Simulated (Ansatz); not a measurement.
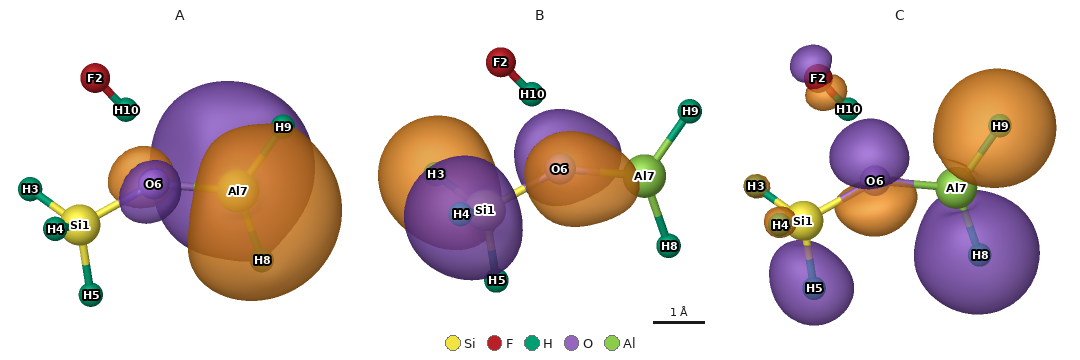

The picture shows: AlH5OSi···HF. Three frontier orbitals at ±0.08 Å⁻³ᐟ² (orange and purple are the two phases), in no order.

Computed with Ansatz, RKS r2SCANh/def2-SVP.

```xyz
10

Si   -0.1277   -0.2269   -0.4554
F    -0.7900    0.9560    2.3038
H     0.9186   -0.8427    0.3993
H     0.1439    1.2184   -0.6589
H    -0.1580   -0.9177   -1.7777
O    -1.6268   -0.4128    0.2761
Al   -3.1810   -1.1285    0.0839
H    -3.4532   -1.9527   -1.2334
H    -4.1935   -0.8869    1.2647
H    -1.2887    0.4557    1.6856
```

> Which picture is the HOMO−1, the HOMO and the LUMO?

B is the HOMO−1 (−8.72 eV). It lies mainly on O6 (about 30 %), Si1 (about 25 %), H3 (about 20 %) and H4 (about 20 %). C is the HOMO (−8.34 eV). By Hirshfeld shares it lies mainly on H8 (about 25 %), Al7 (about 25 %), H9 (about 20 %) and O6 (about 15 %). A is the LUMO (−1.67 eV). Its weight (Hirshfeld) is mainly on Al7 (about 80 %) and O6 (about 5 %).

> What is the HOMO–LUMO gap?

6.67 eV between the orbital energies.
